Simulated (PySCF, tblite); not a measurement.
**C4H5FO+ (doublet): geometry, infrared bands and EPR parameters**

What infrared bands and EPR parameters should C4H5FO+ (doublet) (`F[C+]1[CH]COC1`) show?

Programs: tblite 0.8.0 and PySCF 2.14.0, with density-fitted response routines of our own. Each step states its level of theory. These are calculated values for one molecule in the gas phase, unless marked as measured. Atoms count from 0, in the outputs and in this text.

**1. The molecule as given**

11 atoms, charge 1, multiplicity 2; geometry from: force field or distance geometry start.

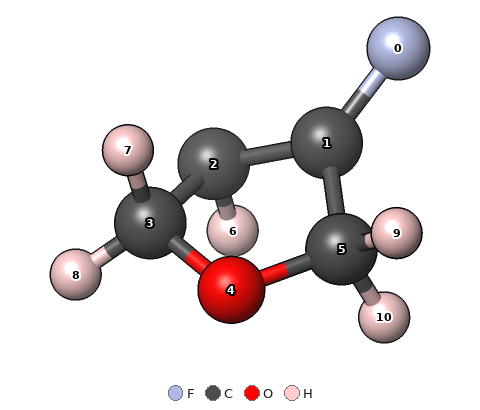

The starting geometry (fluorine light blue, carbon dark grey, oxygen red, hydrogen pink), atoms numbered.

**2. Optimising the geometry with GFN2-xTB**

What the job is given:

```
{"job": {"kind": "relax", "xc": "GFN2-xTB", "basis": "xTB"}, "charge": 1, "multiplicity": 2}
F      0.831400     1.407600     1.855900
C      0.386800     0.749600     0.744500
C     -0.948800     0.847900     0.084000
C     -1.097900    -0.621100    -0.288900
O      0.159200    -1.087600    -0.631400
C      1.115300    -0.260000    -0.086100
H     -0.788300     1.460200    -0.860900
H     -1.337300    -1.156900     0.687800
H     -1.811900    -0.833000    -1.067200
H      1.911600    -0.782800     0.478200
H      1.585400     0.278800    -0.941800
```

The run is started by

```sh
$ OMP_NUM_THREADS=1 python probes_run.py task.json out
```

This one command runs all jobs of the session in turn.

What it wrote:

```text
step      E/eV     max force
  0    -524.03042    3.667
  1    -524.43891    1.899
  2    -524.65161    1.750
  3    -524.80191    1.776
  4    -525.21918    2.172
  5    -525.49271    3.009
  6    -525.73817    1.773
  7    -525.95289    1.261
  8    -526.12291    1.291
  9    -526.30648    2.444
 10    -526.48206    1.448
 11    -526.68759    1.118
 12    -526.83268    0.802
 13    -526.88462    0.683
 14    -526.99069    0.658
 15    -527.02940    0.578
 16    -527.06908    0.540
 17    -527.10272    0.616
 18    -527.14104    0.503
 19    -527.16735    0.440
 20    -527.18422    0.327
 21    -527.19436    0.460
 22    -527.20392    0.257
 23    -527.21127    0.174
 24    -527.21593    0.137
 25    -527.21794    0.109
 26    -527.21987    0.095
 27    -527.22091    0.063
 28    -527.22147    0.054
 29    -527.22174    0.045
 30    -527.22197    0.044
 31    -527.22225    0.039
 32    -527.22248    0.033
 33    -527.22259    0.025
 34    -527.22265    0.019
 35    -527.22270    0.020
 36    -527.22276    0.017
 37    -527.22280    0.016
 38    -527.22283    0.016
 39    -527.22285    0.015
 40    -527.22288    0.014
 41    -527.22291    0.012
 42    -527.22293    0.011
 43    -527.22294    0.011
 44    -527.22296    0.012
 45    -527.22298    0.011
 46    -527.22299    0.012
 47    -527.22300    0.011
 48    -527.22301    0.008
```

Wall time 0.28 s (1 thread of Arm Neoverse N1, shared host).

The steps of the relaxation: (not every step is listed)

| step | energy from step 0 (eV) | largest force (eV/Å) |
| --- | --- | --- |
| 0 | 0.0000 | 3.6665 |
| 1 | -0.4085 | 1.8995 |
| 2 | -0.6212 | 1.7501 |
| 3 | -0.7715 | 1.7758 |
| 4 | -1.1888 | 2.1723 |
| 5 | -1.4623 | 3.0091 |
| 6 | -1.7077 | 1.7729 |
| 7 | -1.9225 | 1.2605 |
| 8 | -2.0925 | 1.2906 |
| 11 | -2.6572 | 1.1179 |
| 14 | -2.9603 | 0.6579 |
| 17 | -3.0723 | 0.6165 |
| 20 | -3.1538 | 0.3268 |
| 23 | -3.1808 | 0.1737 |
| 26 | -3.1894 | 0.0951 |
| 29 | -3.1913 | 0.0451 |
| 32 | -3.1921 | 0.0332 |
| 35 | -3.1923 | 0.0200 |
| 38 | -3.1924 | 0.0155 |
| 41 | -3.1925 | 0.0124 |
| 43 | -3.1925 | 0.0112 |
| 44 | -3.1925 | 0.0117 |
| 45 | -3.1926 | 0.0115 |
| 46 | -3.1926 | 0.0124 |
| 47 | -3.1926 | 0.0107 |
| 48 | -3.1926 | 0.0081 |

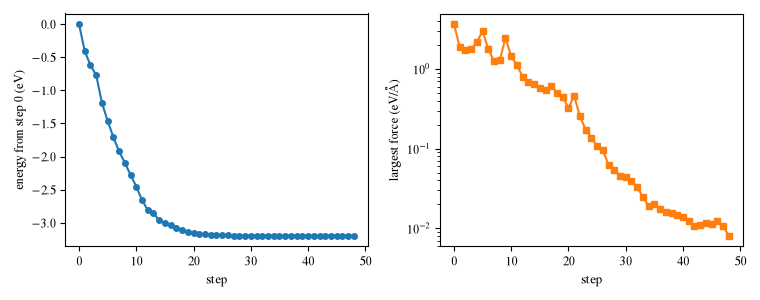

Energy and largest force along the relaxation.

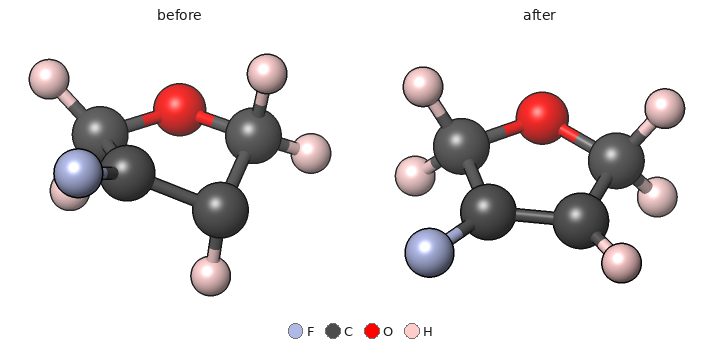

The geometry before (left) and after (right).

Close pairs (by a distance rule), those that changed most:

| bond | before (Å) | after (Å) | change (Å) |
| --- | --- | --- | --- |
| C1–C2 | 1.493 | 1.360 | -0.133 |
| F0–C1 | 1.366 | 1.296 | -0.070 |
| C2–H6 | 1.137 | 1.075 | -0.062 |
| C2–C3 | 1.523 | 1.467 | -0.056 |
| C3–H8 | 1.077 | 1.110 | +0.032 |
| C3–H7 | 1.139 | 1.110 | -0.030 |
| C1–C5 | 1.497 | 1.485 | -0.012 |
| O4–C5 | 1.377 | 1.387 | +0.010 |

The final coordinates are the input of the step that follows.

**3. Harmonic vibrations with GFN2-xTB**

What the job is given:

```
{"job": {"kind": "ir", "xc": "GFN2-xTB", "basis": "xTB"}, "charge": 1, "multiplicity": 2}
F      1.097796     1.914023     0.923773
C      0.485545     0.886273     0.424481
C     -0.845600     0.739952     0.185326
C     -1.031104    -0.598999    -0.385674
O      0.219890    -1.203127    -0.464216
C      1.201032    -0.349414     0.016730
H     -1.630419     1.451754     0.369763
H     -1.718719    -1.240426     0.203204
H     -1.506450    -0.592826    -1.388174
H      1.758275    -0.829446     0.845703
H      1.975179    -0.175095    -0.756879
```

What it wrote:

```text
mode    cm-1     km/mol
  1     235.9     26.69
  2     286.6     56.32
  3     380.4      7.60
  4     443.9      0.07
  5     603.8     14.34
  6     728.4     38.68
  7     765.4     13.29
  8     827.7     19.30
  9     847.4      1.81
 10     942.6     45.04
 11     966.0     19.60
 12     997.6      0.14
 13    1007.4    122.73
 14    1008.0      1.11
 15    1116.5      7.39
 16    1155.1      3.58
 17    1193.1     16.82
 18    1255.6     25.50
 19    1292.9    254.60
 20    1310.5    122.40
 21    1329.4     31.01
 22    1577.3    359.17
 23    2731.8     64.52
 24    2760.3     53.31
 25    2804.2    116.92
 26    2825.6     62.57
 27    3140.3     52.24
```

Run time: 0.3 s. Hardware: 1 thread of Arm Neoverse N1, shared host.

Which atoms move in the most intense modes:

| cm⁻¹ | km/mol | atoms |
| --- | --- | --- |
| 287 | 56.3 | H7 21 %, H8 21 %, O4 18 %, C3 12 % |
| 1007 | 122.7 | C5 19 %, H7 16 %, H6 16 %, H8 15 % |
| 1293 | 254.6 | H8 29 %, H7 29 %, H10 15 %, H9 15 % |
| 1310 | 122.4 | C1 20 %, H9 15 %, H10 15 %, H8 14 % |
| 1577 | 359.2 | C1 62 %, C2 29 % |
| 2732 | 64.5 | H7 46 %, H8 46 % |
| 2804 | 116.9 | H8 44 %, H7 44 % |
| 2826 | 62.6 | H10 44 %, H9 44 % |

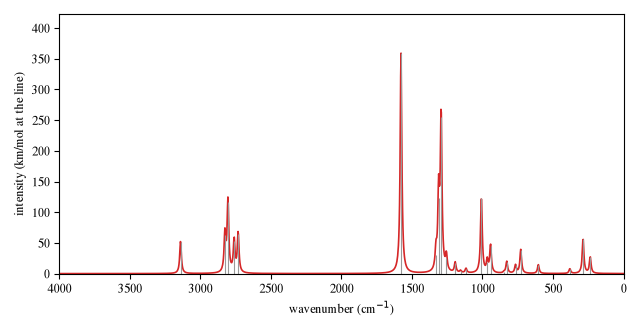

The infrared spectrum from these modes, unscaled. Lines are broadened to a width of 14 cm⁻¹ (Lorentzian).

**4. g tensor and hyperfine couplings: B3LYP/pcH-1**

Same as in step 3 but for these lines:

```diff
@@ -1,2 +1,2 @@
-{"job": {"kind": "ir", "xc": "GFN2-xTB", "basis": "xTB"}, "charge": 1, "multiplicity": 2}
+{"job": {"kind": "epr", "basis": "pcH-1"}, "charge": 1, "multiplicity": 2}
 F      1.097796     1.914023     0.923773
```

Level: UKS B3LYP, pcH-1 on C F H O, non-relativistic, mean-field spin-orbit, GIAO.

What it wrote:

```text
UKS, coarse grid
  cycle   1  E = -330.03868375  |g| = 5.20e-01
  cycle   2  E = -329.60493028  |g| = 1.15e+00
  cycle   3  E = -330.12194197  |g| = 2.02e-01
  cycle   4  E = -330.13550050  |g| = 9.93e-02
  cycle   5  E = -330.13877406  |g| = 1.47e-02
  cycle   6  E = -330.13882976  |g| = 9.25e-03
  cycle   7  E = -330.13886181  |g| = 4.75e-03
  cycle   8  E = -330.13887196  |g| = 1.92e-03
  cycle   9  E = -330.13887326  |g| = 7.95e-04
UKS, final grid
  cycle   1  E = -330.13880549  |g| = 1.71e-03
  cycle   2  E = -330.13879699  |g| = 4.92e-03
  cycle   3  E = -330.13880678  |g| = 2.13e-04
  cycle   4  E = -330.13880680  |g| = 1.49e-04
  cycle   5  E = -330.13880681  |g| = 7.91e-05
  cycle   6  E = -330.13880681  |g| = 7.47e-06
E = -330.13880681 Eh   <S^2> = 0.7527 (exact 0.7500)
g shifts (ppm)      1          2          3
  rmc          -196       -196       -196
  gc              1         17         26
  oz_so         -13       2557       6341
  total        -208       2378       6171
hyperfine (MHz)  atom isotope    a_iso     a_fc   dipolar eigenvalues
    0   19F      42.25      42.25    -97.60    -94.88    192.48
    1   13C       2.21       2.21    -17.50    -15.17     32.67
    2   13C      14.92      14.92    -24.94    -23.95     48.88
    3   13C     -39.42     -39.42     -7.22     -6.12     13.34
    4   17O     -20.32     -20.32    -73.56     36.31     37.26
    5   13C     -32.62     -32.62     -5.41     -4.05      9.46
    6    1H     -20.34     -20.34    -11.44     -3.33     14.77
    7    1H     260.95     260.95     -7.34     -5.43     12.77
    8    1H     259.87     259.87     -7.34     -5.42     12.76
    9    1H     205.77     205.77     -5.95     -4.28     10.23
   10    1H     205.57     205.57     -5.95     -4.27     10.22
```

Run time: 43 s. Hardware: 1 thread of Arm Neoverse N1, shared host; peak memory 0.79 GiB.

Principal g values 2.00211, 2.00470, 2.00849; g(iso) = 2.00510, against 2.00232 for a free electron.

Mean a(iso) over the nuclei that a row names, and the largest dipolar term of the row (other rows stand at the frozen geometry):

| nuclei | isotope | a(iso) (MHz) | a(iso) (G, at g = 2.0023) | largest dipolar term (MHz) |
| --- | --- | --- | --- | --- |
| H7, H8 | 1H | 260.4 | 92.9 | 12.8 |
| H9, H10 | 1H | 205.7 | 73.4 | 10.2 |
| F0 | 19F | 42.3 | 15.1 | 192.5 |
| C3 | 13C | -39.4 | -14.1 | 13.3 |
| C5 | 13C | -32.6 | -11.6 | 9.5 |
| H6 | 1H | -20.3 | -7.3 | 14.8 |
| O4 | 17O | -20.3 | -7.2 | -73.6 |
| C2 | 13C | 14.9 | 5.3 | 48.9 |
| C1 | 13C | 2.2 | 0.8 | 32.7 |

Mulliken spin populations:

| atom | value (e) |
| --- | --- |
| F0 | 0.04 |
| C1 | 0.16 |
| C2 | 0.29 |
| C3 | -0.04 |
| O4 | 0.21 |
| C5 | -0.03 |
| H6 | -0.01 |
| H7 | 0.10 |
| H8 | 0.10 |
| H9 | 0.08 |
| H10 | 0.08 |

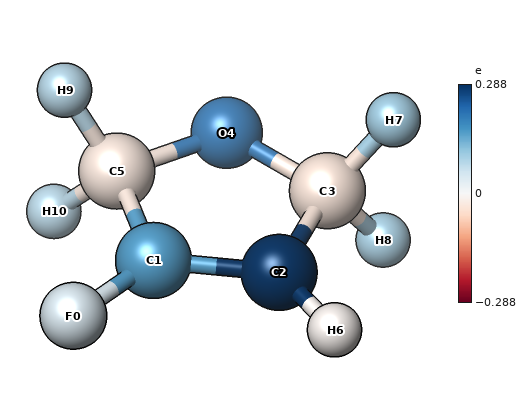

Mulliken spin populations, as colours on the atoms.

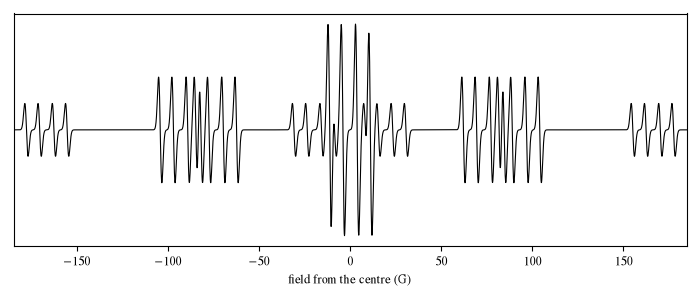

First-order isotropic spectrum (first derivative, main isotopes with spin only, couplings over 0.8 MHz, Gaussian width 0.9 G; couplings of the frozen geometry, rotation of groups not averaged beyond the rows shown).

The fields below are evaluated on a grid from the run's orbitals.

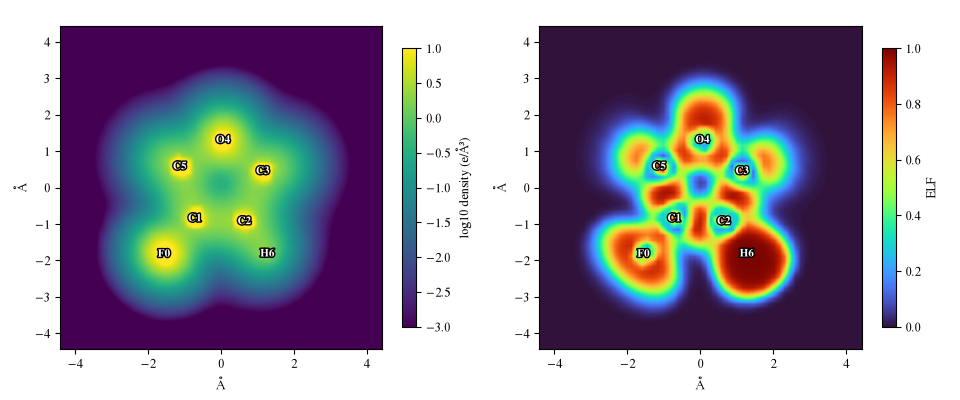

Density (left) and ELF (right) in a plane through or near 7 of the atoms.

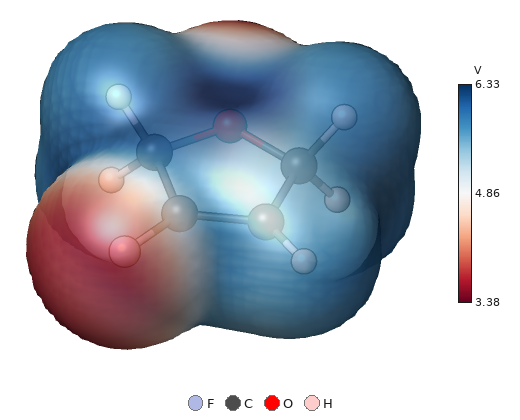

The potential that a unit positive charge feels on the 0.002 e/bohr³ surface, from 3.38 V near O4 to 6.33 V near H7.

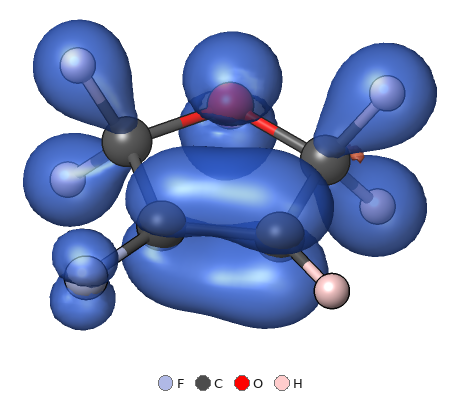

Spin density at ±0.03 e/Å³ (alpha excess blue, beta excess red).

**5. Outcome**

```
                                 quantity                    value
strongest single infrared mode (GFN2-xTB)    1577 cm⁻¹, 359 km/mol
             zero-point energy (GFN2-xTB)            49.4 kcal/mol
                           g(iso) (B3LYP)                  2.00510
                                     ⟨S²⟩       0.753 (exact 0.75)
       largest a(iso) (averaged by class)  1H on H7, H8, 260.4 MHz
```

In words: The optimisation took 48 steps and gained 3.193 eV; among the close pairs (by a distance rule), C1–C2 changed most, from 1.493 to 1.360 Å. All 27 modes are real, so the xTB geometry is a minimum. The strongest single mode, at 1577 cm⁻¹, moves mainly C1. Unscaled tight-binding wavenumbers are off by several per cent, some by more. Its intensities can rank the bands wrongly. The largest spin populations lie on C2 (0.29 e), O4 (0.21 e). The isotropic g lies 2.8 ppt above the free-electron value. The conformer search found further structures of the same energy, which may be mirror or relabelled copies of this one.
